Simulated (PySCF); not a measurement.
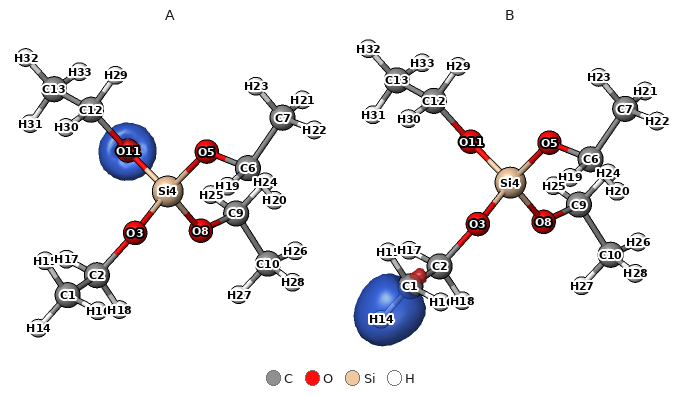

Figure 1: C8H20O4Si, SMILES `CCO[Si](OCC)(OCC)OCC`. Pipek–Mezey orbitals, occupied; each surface holds about 70 % of the orbital's density. Energies are diagonal elements of the Fock matrix.

Computed with PySCF, B3LYP/6-31G*, geometry: GFN2-xTB. No frequency check shows the geometry to be a minimum.

The calculation's input:

```python
import numpy as np
from pyscf import gto, scf, dft, lo
from pyscf.data.elements import chemcore

def solve(mol, dm0=None, hcore=None):
    mf = (dft.UKS if mol.spin else dft.RKS)(mol, xc='b3lyp')
    mf.grids.level = 3
    mf = mf.density_fit(auxbasis='def2-universal-jkfit')
    mf.conv_tol, mf.max_cycle = 1e-8, 80
    if hcore is not None:
        mf.get_hcore = lambda *args: hcore
    mf.kernel(dm0)
    if not mf.converged:
        mf = mf.newton().run(mf.mo_coeff, mf.mo_occ, max_cycle=30)
    assert mf.converged, 'SCF not converged'
    return mf

mol = gto.M(atom='''
C     -2.56783    -2.44341     1.78319
C     -1.75933    -1.99549     0.57496
O     -0.87135    -0.97038     0.96245
Si    -0.00398     0.00054    -0.00622
O      0.85259     0.98153     0.96175
C      1.75695     0.60698     1.97713
C      2.55068     1.82784     2.41671
O      0.87934    -0.96571    -0.96479
C      1.81400    -0.57650    -1.94673
C      2.61720    -1.79179    -2.38514
O     -0.87886     0.95930    -0.98045
C     -1.80152     1.95203    -0.58863
C     -2.58889     2.41543    -1.80466
H     -3.24806    -3.24162     1.49844
H     -3.14191    -1.60896     2.17729
H     -1.90162    -2.80204     2.56296
H     -2.42402    -1.62697    -0.21458
H     -1.17888    -2.83011     0.16801
H      1.19155     0.19109     2.81755
H      2.42961    -0.17232     1.60135
H      3.10287     2.23553     1.57398
H      3.24946     1.55282     3.20219
H      1.87622     2.59365     2.78972
H      2.47774     0.19286    -1.53635
H      1.27544    -0.14272    -2.79579
H      3.34350    -1.50342    -3.14031
H      1.95287    -2.54624    -2.79729
H      3.13913    -2.22004    -1.53332
H     -1.25312     2.78814    -0.14229
H     -2.47694     1.54381     0.17177
H     -3.12695     1.57809    -2.24109
H     -3.30008     3.18419    -1.51459
H     -1.91233     2.81821    -2.55323
''', basis='6-31g*', charge=0, spin=0, verbose=4)
mf = solve(mol)
occ_all = mf.mo_coeff[:, mf.mo_occ > 0]
occ = occ_all[:, chemcore(mol):]
pm = lo.PM(mol, occ, pop_method='meta_lowdin')
loc = pm.kernel()
for _ in range(5):
    new, stable = pm.stability_jacobi(return_status=True)
    if stable:
        break
    loc = pm.kernel(new)
fock, s = mf.get_fock(), mf.get_ovlp()
ortho = lo.orth_ao(mol, 'meta_lowdin')
labels = mol.ao_labels(fmt=None)
vir = loc[:, :0]
both = np.hstack([loc, vir])
p = (ortho.T @ s @ both) ** 2
pop = np.array([p[[l[0] == a for l in labels]].sum(0) for a in range(mol.natm)])
spd = np.array([[p[[l[0] == a and l[2][-1] == k for l in labels]].sum(0) for k in 'spd'] for a in range(mol.natm)])
eps = np.einsum('pi,pq,qi->i', both, fock, both)
for i in np.argsort(eps):
    top = np.argsort(-pop[:, i])[:3]
    print('%3d %s %9.4f Eh ' % (i + 1, 'occ' if i < loc.shape[1] else 'vir', eps[i]), '  '.join('%s%d %.3f' % (mol.atom_symbol(a), a + 1, pop[a, i]) for a in top))
np.savez('result.npz', c=both, nocc=loc.shape[1], pop=pop, spd=spd, eps=eps, e=mf.e_tot)
```

Run with:

```sh
OMP_NUM_THREADS=1 python input.py
```

The run took 38 s on 1 thread of AMD EPYC 9R45 96-Core Processor (Zen 5), with other jobs on the host, peak memory 1.1 GiB.

### Identify each orbital.

By panel:
- A: lone pair on O11 (sp2.6-type) (O11 96 %; −11.8 eV)
- B: σ bond C1–H14 (C1 55 %, H14 45 %; −12.9 eV)

### How do all the valence pairs divide up?

40 pairs: 32 σ bonds and 8 lone pairs.
